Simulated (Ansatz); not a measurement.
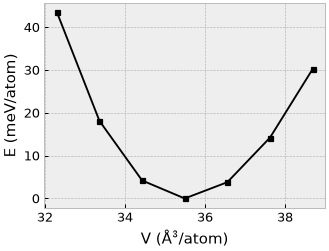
Figure: HgTe (zinc blende, space group No. 216) under volume change, the program Ansatz at the r²SCAN level (PAW), scaled uniformly.

Task: What does a third-order Birch–Murnaghan fit give for V₀, B₀ and B′?

Result: V₀ = 35.50 Å³/atom, B₀ = 40.1 GPa, B′ = 5.1.

Space group F-43m (zinc blende). The r²SCAN relaxation kept the symmetry of its start. Spin–orbit coupling is left out wherever it is not named.

Potentials: the later of the program's two PAW sets.
